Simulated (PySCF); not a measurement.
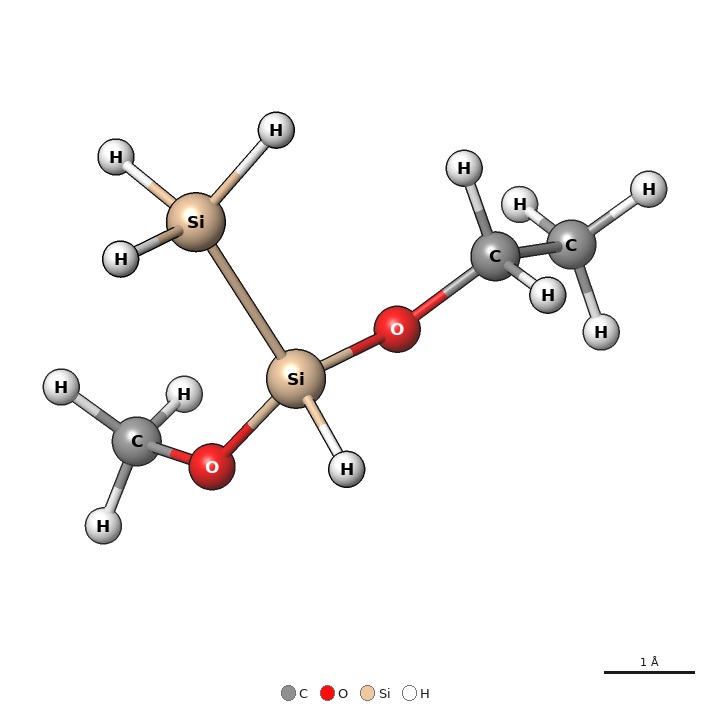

Ball-and-stick drawing of a structure.

The computed structure is the end point of a GFN2-xTB optimisation. No frequency run is at hand to confirm it as a minimum.

> What is the molecular formula?

C3H12O2Si2, 19 atoms: 3 carbon, 12 hydrogen, 2 oxygen and 2 silicon.

> How many bonds of each kind are drawn?

8 C–H, 4 Si–H, 2 C–O, 2 O–Si, 1 C–C, 1 Si–Si.

> Give the symmetry (Schoenflies symbol).

C1.

> Write the SMILES.

CCO[Si@@H]([SiH3])OC

The parts below concern this one geometry. Atoms keep their numbers from picture to picture.

### Dipole moment

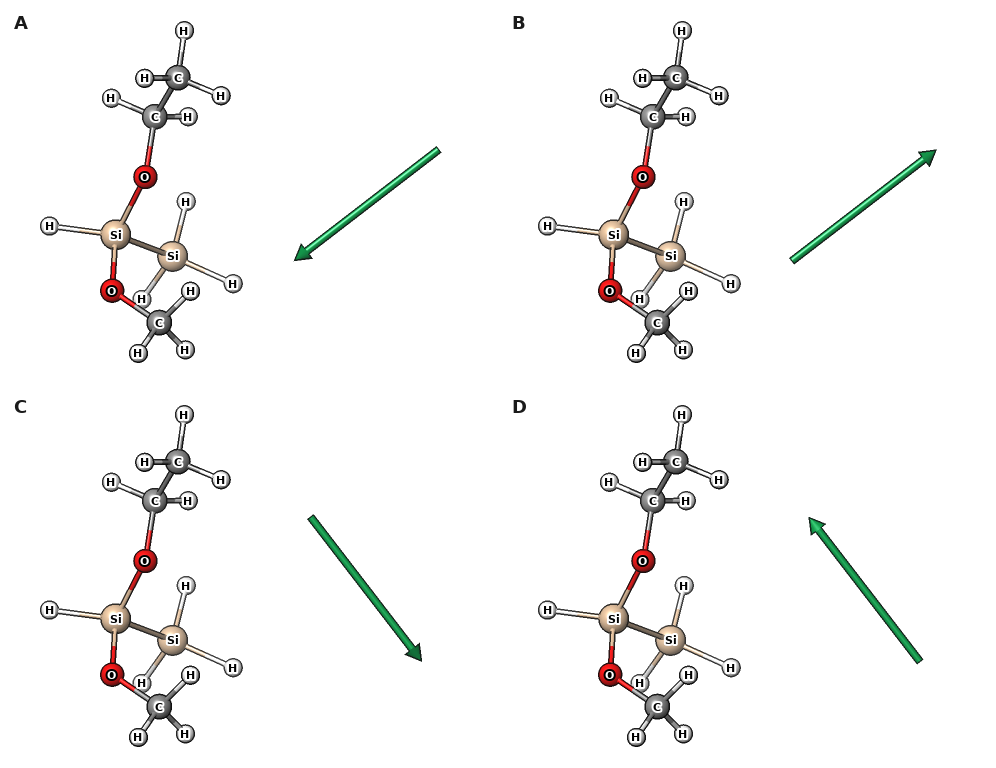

The same molecule four times, each with an arrow. No frequency run is at hand to confirm it as a minimum. Method: PBE0/pcSseg-1, gas phase (PySCF 2.14.0).

> Which arrow points along the dipole moment, from the negative to the positive end?

B. The dipole moment is 1.35 D.

### Charges

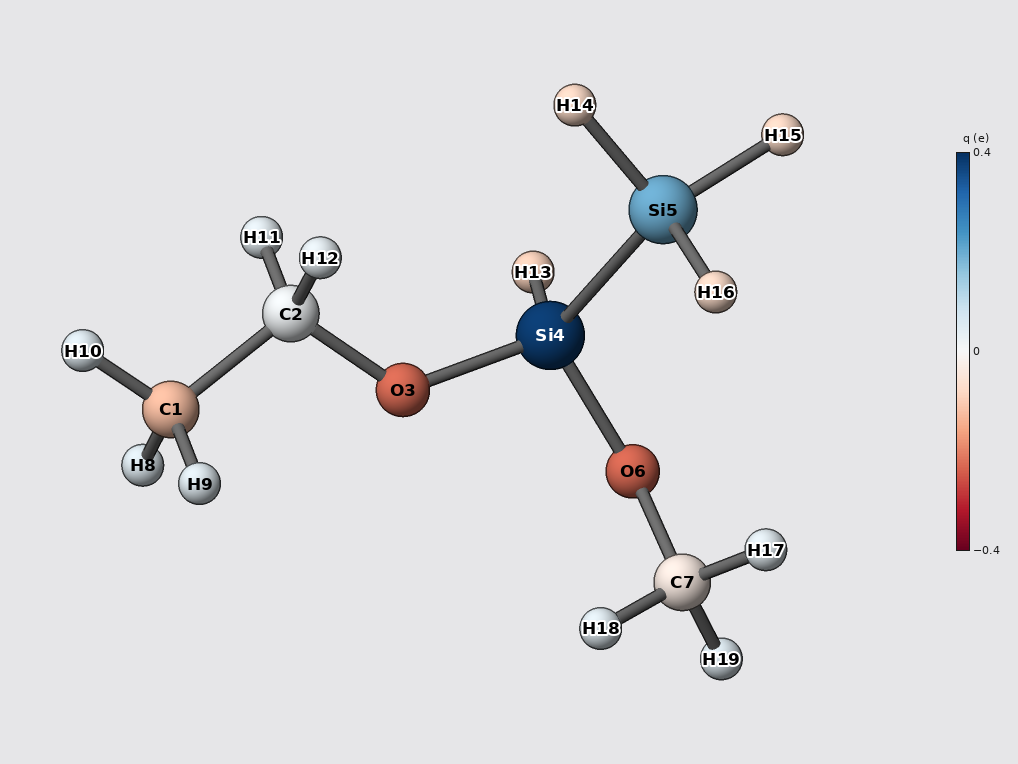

Atoms are coloured by their Hirshfeld charges. No frequency run is at hand to confirm it as a minimum. Properties computed with PBE0/pcSseg-1, gas phase (PySCF 2.14.0).

Give the Hirshfeld charges atom by atom.

```csv
atom,value (e)
C1,−0.12
C2,0.01
O3,−0.22
Si4,0.38
Si5,0.20
O6,−0.23
C7,−0.03
H8,0.04
H9,0.04
H10,0.05
H11,0.04
H12,0.03
H13,−0.09
H14,−0.08
H15,−0.08
H16,−0.07
H17,0.04
H18,0.04
H19,0.05
```

### Bond orders

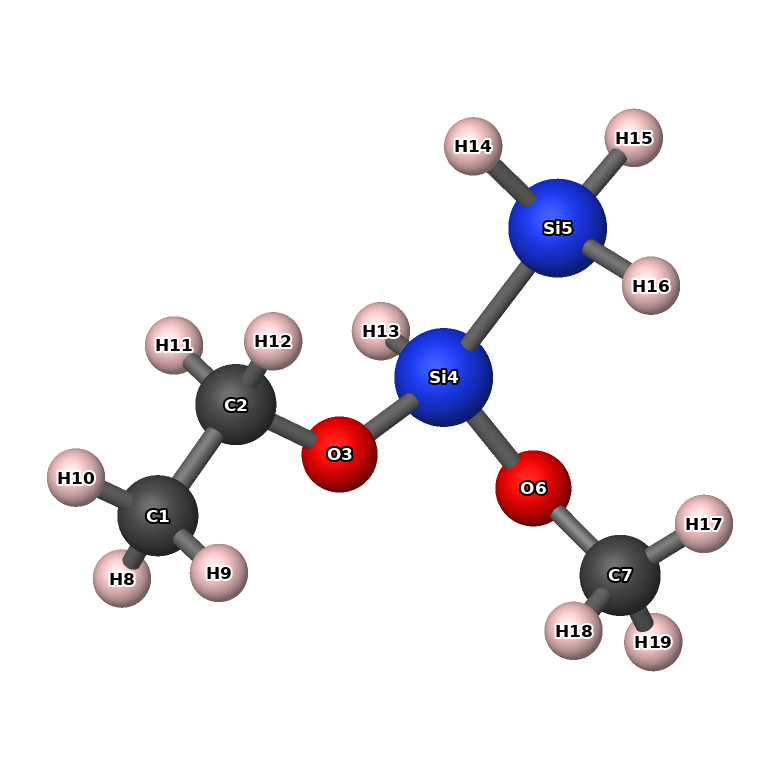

The thickness of each stick grows with its Mayer bond order. No frequency run is at hand to confirm it as a minimum. Computed with PBE0/pcSseg-1 (PySCF 2.14.0).

List the Mayer bond orders of C1–C2, C2–O3, O3–Si4, Si4–Si5, Si4–O6, O6–C7 (bonds between heavy atoms, one of each equivalent set).

```
   bond  Mayer order  length (Å)
  C1–C2         1.07       1.521
  C2–O3         0.89       1.397
 O3–Si4         0.95       1.629
Si4–Si5         0.87       2.304
 Si4–O6         1.02       1.620
  O6–C7         0.89       1.394
```

### NMR shielding

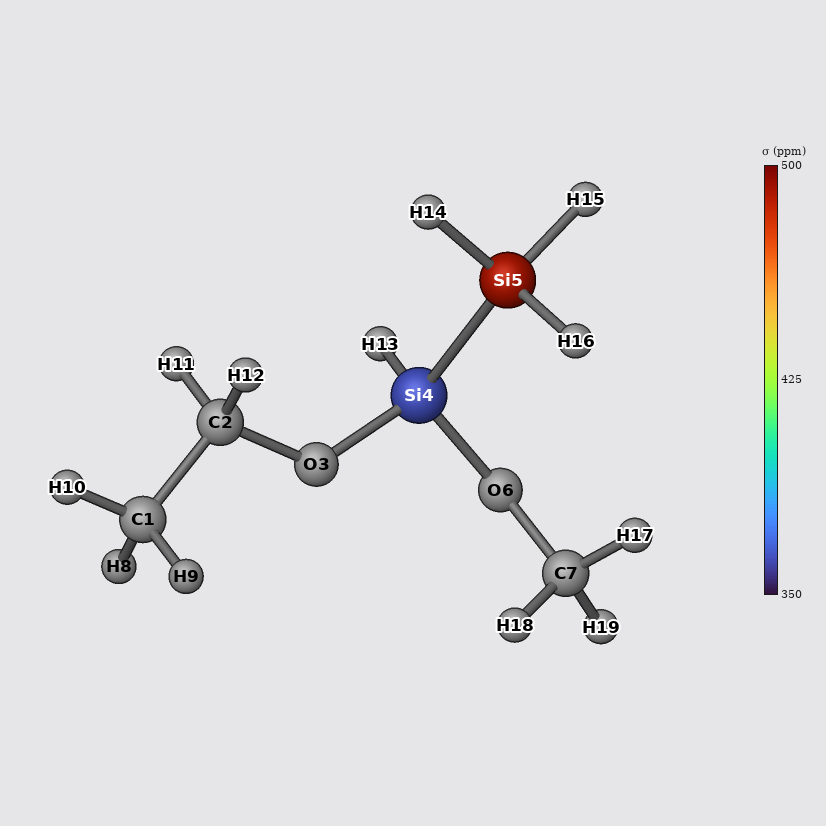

Atoms are coloured by their isotropic NMR shieldings (Si only, the others grey). No frequency run is at hand to confirm it as a minimum. Level of theory: GIAO PBE0/pcSseg-1 NMR shielding, non-relativistic, gas phase (PySCF 2.14.0).

Give the isotropic NMR shieldings of the Si atoms atom by atom.

```json
{"atom": "Si4", "σ (ppm)": "363.5"}
{"atom": "Si5", "σ (ppm)": "490.8"}
```

The geometry is semi-empirical. Around Si such bond lengths and angles can be off by a tenth of an ångström or more and by several degrees, and values that hang on the shape move with them.
